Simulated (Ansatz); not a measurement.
# SiF₂ + H₂S: a complex and its separated parts, part 2 of 2

Ansatz 0.2.0, Gaussian basis. The steps go on from the part before.

**13. CAM-B3LYP-D4/def2-TZVPP**

The inputs:

parta/in.yaml

```yaml
crystal:
  periodic: [false, false, false]
  atoms:
    - {symbol: Si, position_ang: [-0.943055, 1.212249, -0.324491]}
    - {symbol: F, position_ang: [-0.145278, 1.407011, 1.050341]}
    - {symbol: F, position_ang: [-2.031817, 0.124902, 0.119107]}
basis:
  gaussian: {orbitals: def2-TZVPP}
hamiltonian: {xc: {name: CAM-B3LYP}, dispersion: d4}
```

partb/in.yaml

```yaml
crystal:
  periodic: [false, false, false]
  atoms:
    - {symbol: S, position_ang: [0.792359, -0.989493, -0.844537]}
    - {symbol: H, position_ang: [1.856989, -0.318995, -0.379373]}
    - {symbol: H, position_ang: [0.470802, -1.435672, 0.378954]}
basis:
  gaussian: {orbitals: def2-TZVPP}
hamiltonian: {xc: {name: CAM-B3LYP}, dispersion: d4}
```

The same command starts each run, in its folder.

Started as:

```console
> ansatz run in.yaml --threads 2 --pin off --events-out ev --progress --plain --max-ram 4352MiB
```

Output in parta, cut to the lines that bear on the results:

```text
Functional definition: CAM-B3LYP
  name "CAM-B3LYP"
  cite "Yanai, Tew & Handy, Chem. Phys. Lett. 393, 51 (2004) doi:10.1016/j.cplett.2004.06.011"
  cite "Iikura, Tsuneda, Yanai & Hirao, J. Chem. Phys. 115, 3540 (2001) doi:10.1063/1.1383587"
  cite "Becke, Phys. Rev. A 38, 3098 (1988) doi:10.1103/PhysRevA.38.3098"
  cite "Lee, Yang & Parr, Phys. Rev. B 37, 785 (1988) doi:10.1103/PhysRevB.37.785"
[...]
  # Exact exchange under (alpha + beta erf(omega r))/r, Becke's under what is left of 1/r.
[...]
603 factors; their error is unknown
117 factors; integrals over basis functions are off by at most 6.3e-5 eV
[...]
mean field -13315.71270145 eV, -489.3434160641 hartree, gradient 5.4e-5 eV, S^2 0.000000; 0 other end points of the search recorded, 0 dependent functions left out
reference -13315.71278084 eV, -489.3434189814 hartree; 16, 16 occupied and 88, 88 virtual orbitals, 603 factors
Total energy: -13315.74269899 eV, -489.3445184533 hartree
```

Output in partb, cut to the lines that bear on the results:

```text
[... 6 set-up lines as earlier in the session ...]
[...]
  # Exact exchange under (alpha + beta erf(omega r))/r, Becke's under what is left of 1/r.
[...]
414 factors; their error is unknown
87 factors; integrals over basis functions are off by at most 9.9e-5 eV
[...]
mean field -10868.61807112 eV, -399.4143470999 hartree, gradient 1.9e-5 eV, S^2 0.000000; 0 other end points of the search recorded, 0 dependent functions left out
reference -10868.61814821 eV, -399.4143499327 hartree; 9, 9 occupied and 61, 61 virtual orbitals, 414 factors
Total energy: -10868.63010364 eV, -399.4147892866 hartree
```

They took 0.75 s (parta), 0.4 s (partb) on 2 threads of Intel Xeon 6975P-C, shared host.

**14. wB97X-V/def2-TZVPP**

Each input of step 13 (parta, partb) changes in the same lines:

```diff
-hamiltonian: {xc: {name: CAM-B3LYP}, dispersion: d4}
+hamiltonian: {xc: {name: wB97X-V}}
```

Each run has its own folder and the same command.

Started as:

```console
> ansatz run in.yaml --threads 2 --pin off --events-out ev --progress --plain --max-ram 4352MiB
```

Output in parta, cut to the lines that bear on the results:

```text
Functional definition: wB97X-V
  name "wB97X-V"
  cite "Mardirossian & Head-Gordon, Phys. Chem. Chem. Phys. 16, 9904 (2014) doi:10.1039/C3CP54374A"
[... 2 set-up lines as earlier in the session ...]
[...]
      + integral(e_c_pw_opposite_spin*poly(b97_u_opposite, cos0, cos1)) + vv10(b, c)
603 factors; their error is unknown
106 factors; integrals over basis functions are off by at most 2.6e-5 eV
[...]
mean field -13313.37810028 eV, -489.2576210534 hartree, gradient 3.3e-5 eV, S^2 0.000000; 0 other end points of the search recorded, 0 dependent functions left out
reference -13313.37809906 eV, -489.2576210085 hartree; 16, 16 occupied and 88, 88 virtual orbitals, 603 factors
Total energy: -13313.37809906 eV, -489.2576210085 hartree
```

Log of partb, cut to the lines that bear on the results:

```text
[... 5 set-up lines as earlier in the session ...]
[...]
      + integral(e_c_pw_opposite_spin*poly(b97_u_opposite, cos0, cos1)) + vv10(b, c)
409 factors; their error is unknown
87 factors; integrals over basis functions are off by at most 4.4e-5 eV
[...]
mean field -10866.66387557 eV, -399.3425317379 hartree, gradient 7.8e-5 eV, S^2 0.000000; 0 other end points of the search recorded, 0 dependent functions left out
reference -10866.66387441 eV, -399.3425316951 hartree; 9, 9 occupied and 61, 61 virtual orbitals, 409 factors
Total energy: -10866.66387441 eV, -399.3425316951 hartree
```

Wall times: 1.7 s (parta), 0.75 s (partb) on 2 threads of Intel Xeon 6975P-C, shared host.

**15. wB97M-V/def2-TZVPP**

Each input of step 14 (parta, partb) changes in the same lines:

```diff
-hamiltonian: {xc: {name: wB97X-V}}
+hamiltonian: {xc: {name: wB97M-V}}
```

Each run has its own folder and the same command.

Started as:

```console
> ansatz run in.yaml --threads 2 --pin off --events-out ev --progress --plain --max-ram 4352MiB
```

parta printed, cut to the lines that bear on the results:

```text
Functional definition: wB97M-V
  name "wB97M-V"
  cite "Mardirossian & Head-Gordon, J. Chem. Phys. 144, 214110 (2016) doi:10.1063/1.4952647"
[... 2 set-up lines as earlier in the session ...]
  # Of w^i u^j: cxij and so on, Table III.
[...]
  gx(w, u) = 1 - cx + cx01*u + cx10*w
[...]
      + integral(e_c_pw_mod_opposite_spin*gos(b97_w_opposite, b97_u_opposite)) + vv10(b, c)
603 factors; their error is unknown
106 factors; integrals over basis functions are off by at most 2.6e-5 eV
[...]
mean field -13315.06734422 eV, -489.3196996232 hartree, gradient 1.4e-5 eV, S^2 0.000000; 0 other end points of the search recorded, 0 dependent functions left out
reference -13315.06737392 eV, -489.3197007147 hartree; 16, 16 occupied and 88, 88 virtual orbitals, 603 factors
Total energy: -13315.06737392 eV, -489.3197007147 hartree
```

partb printed, cut to the lines that bear on the results:

```text
[... 5 set-up lines as earlier in the session ...]
  # Of w^i u^j: cxij and so on, Table III.
[...]
  gx(w, u) = 1 - cx + cx01*u + cx10*w
[...]
      + integral(e_c_pw_mod_opposite_spin*gos(b97_w_opposite, b97_u_opposite)) + vv10(b, c)
409 factors; their error is unknown
87 factors; integrals over basis functions are off by at most 4.4e-5 eV
[...]
mean field -10867.51055623 eV, -399.3736466783 hartree, gradient 7.8e-6 eV, S^2 0.000000; 0 other end points of the search recorded, 0 dependent functions left out
reference -10867.51058440 eV, -399.3736477136 hartree; 9, 9 occupied and 61, 61 virtual orbitals, 409 factors
Total energy: -10867.51058440 eV, -399.3736477136 hartree
```

They took 2 s (parta), 0.95 s (partb) on 2 threads of Intel Xeon 6975P-C, shared host.

**16. B2PLYP/def2-TZVPP**

The same edit goes into each in.yaml of step 15 (parta, partb):

```diff
-hamiltonian: {xc: {name: wB97M-V}}
+hamiltonian: {xc: {name: B2PLYP}}
```

One command serves all of them, each in its own folder.

Started as:

```console
> ansatz run in.yaml --threads 2 --pin off --events-out ev --progress --plain --max-ram 4352MiB
```

Output in parta, cut to the lines that bear on the results:

```text
Functional definition: B2PLYP
  name "B2PLYP"
  cite "Grimme, J. Chem. Phys. 124, 034108 (2006) doi:10.1063/1.2148954"
[... 2 set-up lines as earlier in the session ...]
[...]
663 factors; integrals over basis functions are off by at most 9.8e-4 eV
[...]
mean field -13305.43524272 eV, -488.9657264219 hartree, gradient 3.0e-6 eV, S^2 0.000000; 0 other end points of the search recorded, 0 dependent functions left out
7 core orbitals not correlated: weight in the atoms' cores, before any rotation towards them, 1.000 or more for the frozen orbitals, at most 0.000 for the correlated occupied ones
reference -13305.43534380 eV, -488.9657301367 hartree; 9, 9 occupied and 88, 88 virtual orbitals, 663 factors
second order -19.39608607 eV of doubles, -0.00000000 eV of singles
Total energy: -13310.67228704 eV, -489.1581842509 hartree
```

Output in partb, cut to the lines that bear on the results:

```text
[... 5 set-up lines as earlier in the session ...]
[...]
386 factors; integrals over basis functions are off by at most 9.9e-4 eV
[...]
mean field -10863.10103865 eV, -399.2115998959 hartree, gradient 3.8e-6 eV, S^2 0.000000; 0 other end points of the search recorded, 0 dependent functions left out
5 core orbitals not correlated: weight in the atoms' cores, before any rotation towards them, 1.000 or more for the frozen orbitals, at most 0.000 for the correlated occupied ones
reference -10863.10113855 eV, -399.2116035671 hartree; 4, 4 occupied and 61, 61 virtual orbitals, 386 factors
second order -6.35688698 eV of doubles, -0.00000000 eV of singles
Total energy: -10864.81749803 eV, -399.2746786148 hartree
```

Times: 1.2 s (parta), 0.5 s (partb) on 2 threads of Intel Xeon 6975P-C, shared host.

**17. PBE-QIDH/def2-TZVPP**

Each input of step 16 (parta, partb) changes in the same lines:

```diff
-hamiltonian: {xc: {name: B2PLYP}}
+hamiltonian: {xc: {name: PBE-QIDH}}
```

The same command starts each run, in its folder.

Started as:

```console
> ansatz run in.yaml --threads 2 --pin off --events-out ev --progress --plain --max-ram 4352MiB
```

Output in parta, cut to the lines that bear on the results:

```text
Functional definition: PBE-QIDH
  name "PBE-QIDH"
  cite "Brémond, Sancho-García, Pérez-Jiménez & Adamo, J. Chem. Phys. 141, 031101 (2014) doi:10.1063/1.4890314"
[... 1 set-up line as earlier in the session ...]
[...]
663 factors; integrals over basis functions are off by at most 9.8e-4 eV
[...]
mean field -13299.01754452 eV, -488.7298803632 hartree, gradient 5.8e-6 eV, S^2 0.000000; 0 other end points of the search recorded, 0 dependent functions left out
7 core orbitals not correlated: weight in the atoms' cores, before any rotation towards them, 1.000 or more for the frozen orbitals, at most 0.000 for the correlated occupied ones
reference -13299.01755159 eV, -488.7298806232 hartree; 9, 9 occupied and 88, 88 virtual orbitals, 663 factors
second order -18.08949630 eV of doubles, -0.00000000 eV of singles
Total energy: -13305.04738369 eV, -488.9514728656 hartree
```

Log of partb, cut to the lines that bear on the results:

```text
[... 4 set-up lines as earlier in the session ...]
[...]
386 factors; integrals over basis functions are off by at most 9.9e-4 eV
[...]
mean field -10860.20498521 eV, -399.1051718951 hartree, gradient 1.1e-6 eV, S^2 0.000000; 0 other end points of the search recorded, 0 dependent functions left out
5 core orbitals not correlated: weight in the atoms' cores, before any rotation towards them, 1.000 or more for the frozen orbitals, at most 0.000 for the correlated occupied ones
reference -10860.20499199 eV, -399.1051721444 hartree; 4, 4 occupied and 61, 61 virtual orbitals, 386 factors
second order -5.89917566 eV of doubles, -0.00000000 eV of singles
Total energy: -10862.17138388 eV, -399.1774357133 hartree
```

Times: 1.2 s (parta), 0.5 s (partb) on 2 threads of Intel Xeon 6975P-C, shared host.

**18. RPA on PBE/def2-TZVPP**

Each input of step 17 (parta, partb) changes in the same lines:

```diff
-hamiltonian: {xc: {name: PBE-QIDH}}
+hamiltonian: {xc: pbe}
+correlation: {method: rpa}
```

One command serves all of them, each in its own folder.

Started as:

```console
> ansatz run in.yaml --threads 2 --pin off --events-out ev --progress --plain --max-ram 4352MiB
```

Output in parta, cut to the lines that bear on the results:

```text
[... 4 set-up lines as earlier in the session ...]
[...]
663 factors; integrals over basis functions are off by at most 9.8e-4 eV
[...]
mean field -13307.45443024 eV, -489.0399301947 hartree, gradient 1.2e-6 eV, S^2 0.000000; 0 other end points of the search recorded, 0 dependent functions left out
7 core orbitals not correlated: weight in the atoms' cores, before any rotation towards them, 1.000 or more for the frozen orbitals, at most 0.000 for the correlated occupied ones
reference -13278.34355153 eV, -487.9701251344 hartree; 9, 9 occupied and 88, 88 virtual orbitals, 663 factors
Total energy: -13303.11225435 eV, -488.8803581741 hartree
```

Output in partb, cut to the lines that bear on the results:

```text
[... 4 set-up lines as earlier in the session ...]
[...]
386 factors; integrals over basis functions are off by at most 9.9e-4 eV
[...]
mean field -10863.54271784 eV, -399.2278313067 hartree, gradient 4.4e-6 eV, S^2 0.000000; 0 other end points of the search recorded, 0 dependent functions left out
5 core orbitals not correlated: weight in the atoms' cores, before any rotation towards them, 1.000 or more for the frozen orbitals, at most 0.000 for the correlated occupied ones
reference -10849.04790536 eV, -398.6951567731 hartree; 4, 4 occupied and 61, 61 virtual orbitals, 386 factors
Total energy: -10858.41208232 eV, -399.0392839293 hartree
```

Wall times: 1.1 s (parta), 0.5 s (partb) on 2 threads of Intel Xeon 6975P-C, shared host.

**19. CCSD(T)/def2-TZVPP**

Each input of step 18 (parta, partb) changes in the same lines:

```diff
-hamiltonian: {xc: pbe}
-correlation: {method: rpa}
+correlation: {method: ccsd_t}
```

Each run has its own folder and the same command.

Started as:

```console
> ansatz run in.yaml --threads 2 --pin off --events-out ev --progress --plain --max-ram 4352MiB
```

Output in parta, cut to the lines that bear on the results:

```text
Functional definition: HF
  name "HF"
  cite "Fock, Z. Phys. 61, 126 (1930) doi:10.1007/BF01340294"
[... 1 set-up line as earlier in the session ...]
[...]
663 factors; integrals over basis functions are off by at most 9.8e-4 eV
[...]
mean field -13279.46201893 eV, -488.0112280530 hartree, gradient 1.3e-6 eV, S^2 0.000000; 0 other end points of the search recorded, 0 dependent functions left out
7 core orbitals not correlated: weight in the atoms' cores, before any rotation towards them, 1.000 or more for the frozen orbitals, at most 0.000 for the correlated occupied ones
reference -13279.46201893 eV, -488.0112280530 hartree; 9, 9 occupied and 88, 88 virtual orbitals, 663 factors
second order -16.24819817 eV of doubles, -0.00000000 eV of singles
cycle   1  -16.02000827 eV  change    2.3e-1 eV  update   9.7e-2
[...]
cycle  10  -16.48417283 eV  change   -3.5e-6 eV  update   3.8e-6
perturbative correction -0.50700435 eV, -0.0186320661 hartree
Total energy: -13296.45319611 eV, -488.6356422973 hartree
```

Output in partb, cut to the lines that bear on the results:

```text
[... 4 set-up lines as earlier in the session ...]
[...]
386 factors; integrals over basis functions are off by at most 9.9e-4 eV
[...]
mean field -10849.38772879 eV, -398.7076450540 hartree, gradient 1.3e-6 eV, S^2 0.000000; 0 other end points of the search recorded, 0 dependent functions left out
5 core orbitals not correlated: weight in the atoms' cores, before any rotation towards them, 1.000 or more for the frozen orbitals, at most 0.000 for the correlated occupied ones
reference -10849.38772879 eV, -398.7076450540 hartree; 4, 4 occupied and 61, 61 virtual orbitals, 386 factors
second order -5.20095452 eV of doubles, -0.00000000 eV of singles
cycle   1  -5.68442192 eV  change   -4.8e-1 eV  update   4.9e-2
[...]
cycle   8  -5.86294437 eV  change    2.8e-6 eV  update   5.9e-6
perturbative correction -0.21793577 eV, -0.0080089919 hartree
Total energy: -10855.46860894 eV, -398.9311132776 hartree
```

Times: 2.5 s (parta), 0.5 s (partb) on 2 threads of Intel Xeon 6975P-C, shared host.

**20. Vibrations of SiF₂**

vib-parta/in.yaml

```yaml
crystal:
  periodic: [false, false, false]
  atoms:
    - {symbol: Si, position_ang: [-0.943055, 1.212249, -0.324491]}
    - {symbol: F, position_ang: [-0.145278, 1.407011, 1.050341]}
    - {symbol: F, position_ang: [-2.031817, 0.124902, 0.119107]}
basis:
  gaussian: {orbitals: def2-TZVP}
hamiltonian: {xc: pbe0, dispersion: d4}
phonons: {temperatures: {t_min: 298.15, t_max: 900, t_step: 200}}
```

Started as:

```console
> ansatz run in.yaml --threads 2 --pin off --events-out ev --progress --plain --max-ram 4352MiB
```

The program printed, cut to the lines that bear on the results:

```text
[... 5 set-up lines as earlier in the session ...]
[...]
580 factors; their error is unknown
[...]
mean field -13308.00449130 eV, -489.0601445658 hartree, gradient 5.4e-5 eV, S^2 0.000000; 0 other end points of the search recorded, 0 dependent functions left out
[...]
Total energy: -13308.03433147 eV, -489.0612411720 hartree
Atom 0 at    -0.943055     1.212249    -0.324491 Å, force    -0.000084    -0.000750     0.001914 eV/Å
Atom 1 at    -0.145278     1.407011     1.050341 Å, force     0.001848     0.001640    -0.000172 eV/Å
Atom 2 at    -2.031817     0.124902     0.119107 Å, force    -0.001764    -0.000890    -0.001741 eV/Å
Dipole moment:     0.032204     0.098803    -0.201303 e Å
Vibrations: 339.74 855.69 870.54 cm⁻¹, zero-point energy 0.128074 eV
```

Wall time 7 s (2 threads of Intel Xeon 6975P-C, shared host).

The modes, with what each moves most:

| mode | wavenumber (cm⁻¹) | character |
| --- | --- | --- |
| 1 | 340 | bend |
| 2 | 856 | Si–F stretch |
| 3 | 871 | Si–F stretch |

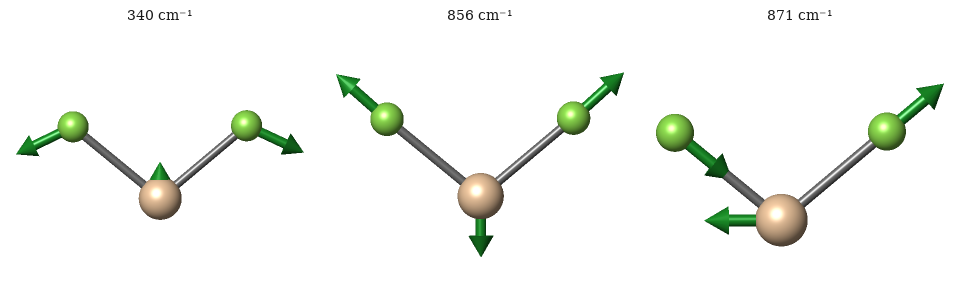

How the atoms move in 3 of the modes.

Vibrational sums (real modes only):

| T (K) | entropy (J/mol/K) | heat capacity (J/mol/K) |
| --- | --- | --- |
| 298 | 6.4 | 11.3 |
| 498 | 14.0 | 17.8 |
| 698 | 20.5 | 20.8 |
| 898 | 26.0 | 22.3 |

**21. Vibrations of H₂S**

vib-partb/in.yaml

```yaml
crystal:
  periodic: [false, false, false]
  atoms:
    - {symbol: S, position_ang: [0.792359, -0.989493, -0.844537]}
    - {symbol: H, position_ang: [1.856989, -0.318995, -0.379373]}
    - {symbol: H, position_ang: [0.470802, -1.435672, 0.378954]}
basis:
  gaussian: {orbitals: def2-TZVP}
hamiltonian: {xc: pbe0, dispersion: d4}
phonons: {temperatures: {t_min: 298.15, t_max: 900, t_step: 200}}
```

Started as:

```console
> ansatz run in.yaml --threads 2 --pin off --events-out ev --progress --plain --max-ram 4352MiB
```

The program printed, cut to the lines that bear on the results:

```text
[... 5 set-up lines as earlier in the session ...]
[...]
359 factors; their error is unknown
[...]
mean field -10864.45046284 eV, -399.2611903205 hartree, gradient 4.8e-5 eV, S^2 0.000000; 0 other end points of the search recorded, 0 dependent functions left out
[...]
Total energy: -10864.46265903 eV, -399.2616385222 hartree
Atom 0 at     0.792359    -0.989493    -0.844537 Å, force     0.001018     0.000248     0.002645 eV/Å
Atom 1 at     1.856989    -0.318995    -0.379373 Å, force    -0.000921    -0.000472    -0.001008 eV/Å
Atom 2 at     0.470802    -1.435672     0.378954 Å, force    -0.000096     0.000224    -0.001637 eV/Å
Dipole moment:     0.096768     0.029213     0.219906 e Å
Vibrations: 1209.12 2723.97 2739.25 cm⁻¹, zero-point energy 0.413632 eV
```

It took 1.7 s on 2 threads of Intel Xeon 6975P-C, shared host.

Wavenumbers and character of the modes:

| mode | wavenumber (cm⁻¹) | character |
| --- | --- | --- |
| 1 | 1209 | bend |
| 2 | 2724 | S–H stretch |
| 3 | 2739 | S–H stretch |

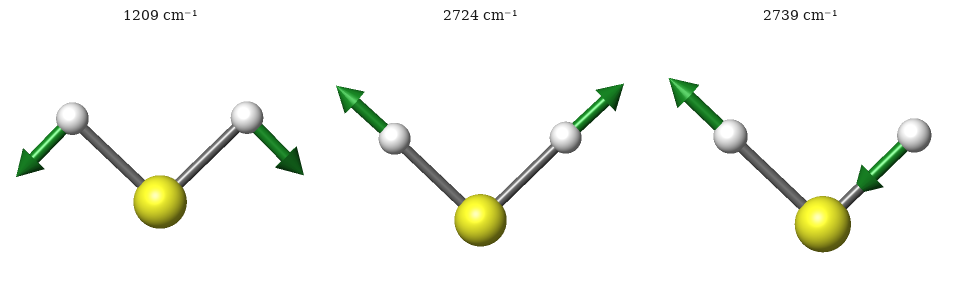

Displacements of 3 modes, as arrows.

Vibrational sums (real modes only):

| T (K) | entropy (J/mol/K) | heat capacity (J/mol/K) |
| --- | --- | --- |
| 298 | 0.2 | 0.8 |
| 498 | 1.2 | 3.7 |
| 698 | 3.0 | 7.0 |
| 898 | 5.1 | 10.2 |

**22. Complex less separated parts**

The complex's own energies come from single points at the same levels.

Rows are in def2-TZVPP; times add the 3 runs of a level on a shared host, so small differences are noise.

Differences are taken before rounding.

| method | rung | complex less parts (kJ/mol) | from CCSD(T) (kJ/mol) | time |
| --- | --- | --- | --- | --- |
| SPW92 | LDA | -45.6 | -30.9 | 1.6 s |
| PBE-D4 | GGA | -33.2 | -18.5 | 2.6 s |
| BLYP-D4 | GGA | -26.2 | -11.6 | 2.5 s |
| r2SCAN-D4 | meta-GGA | -30.6 | -15.9 | 4.5 s |
| B97M-V | meta-GGA | -21.5 | -6.8 | 7.9 s |
| PBE0-D4 | hybrid | -30.6 | -16.0 | 3.1 s |
| B3LYP-D4 | hybrid | -25.3 | -10.6 | 3.3 s |
| r2SCAN0-D4 | hybrid | -29.1 | -14.4 | 5.3 s |
| BHLYP-D4 | hybrid | -24.0 | -9.3 | 3.3 s |
| CAM-B3LYP-D4 | range-separated hybrid | -22.0 | -7.4 | 3.7 s |
| wB97X-V | range-separated hybrid | -22.8 | -8.1 | 9 s |
| wB97M-V | range-separated hybrid | -22.7 | -8.1 | 10 s |
| B2PLYP | double hybrid | -14.9 | -0.2 | 5.8 s |
| PBE-QIDH | double hybrid | -22.5 | -7.8 | 5.9 s |
| RPA on PBE | RPA | -9.9 | +4.7 | 5.1 s |
| Hartree-Fock | wavefunction | 0.3 | +15.0 |  |
| MP2 | wavefunction | -17.9 | -3.2 |  |
| CCSD | wavefunction | -11.6 | +3.1 |  |
| CCSD(T) | wavefunction | -14.7 | 0 | 26 s |

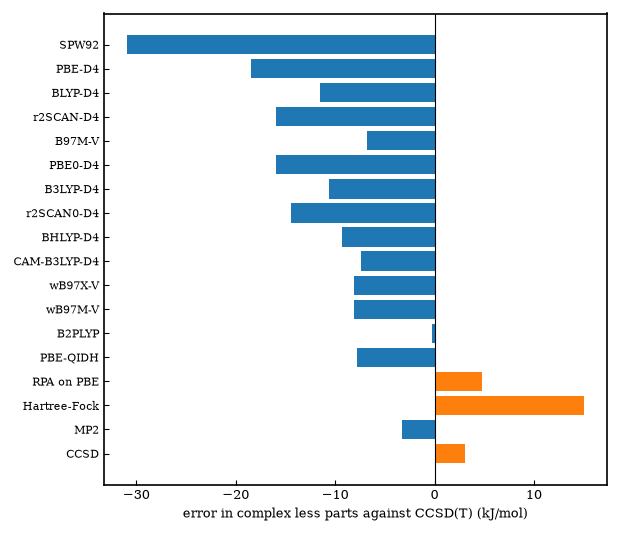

Error of each method against CCSD(T).

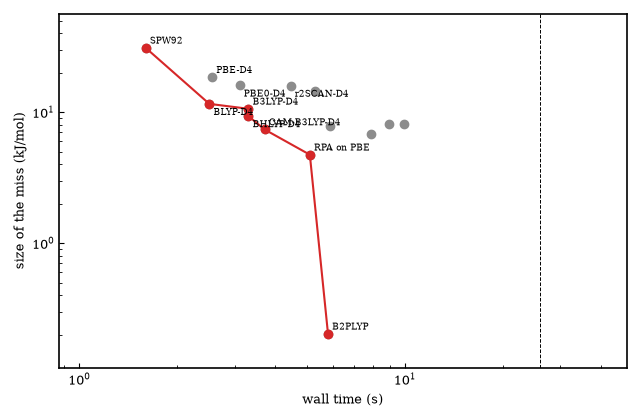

Miss against cost. Red marks the levels that no quicker level drawn beats (of those quicker than the yardstick), and the dashed line is the time of CCSD(T). Only those levels and the largest misses are named. Times are from a shared host.

B2PLYP reaches 0.2 kJ/mol from the reference in 5.8 s, where CCSD(T) took 26 s; the quickest level in the cost chart, SPW92, takes 1.6 s and misses by 30.9 kJ/mol.

The complex's zero-point energy, from a separate PBE0-D4 run, is 0.607 eV.

**23. What came out**

What follows sums up all 2 parts.

| quantity | value |
| --- | --- |
| complex less parts, CCSD(T)/def2-TZVPP | -14.7 kJ/mol |
| with zero-point energy | -8.4 kJ/mol |
| largest T1 diagnostic | 0.015 |

In words: At CCSD(T) the complex lies 14.7 kJ/mol below its parts. The functionals run from B2PLYP, off by -0.2 kJ/mol, to SPW92, off by -30.9 kJ/mol, against CCSD(T). By rung, the mean size of the error is: LDA 30.9, GGA 15.0, meta-GGA 11.3, hybrid 12.6, range-separated hybrid 7.9, double hybrid 4.0 kJ/mol. PBE-D4 gives a relative energy 18.5 kJ/mol too low, outside chemical accuracy (1 kcal/mol, 4.2 kJ/mol). No counterpoise was applied, and triple zeta lacks some correlation, so the CCSD(T) reference has a basis error of its own, and close matches with it are partly luck. The restricted Hartree–Fock reference is unstable towards an unrestricted one at one or more of these structures.
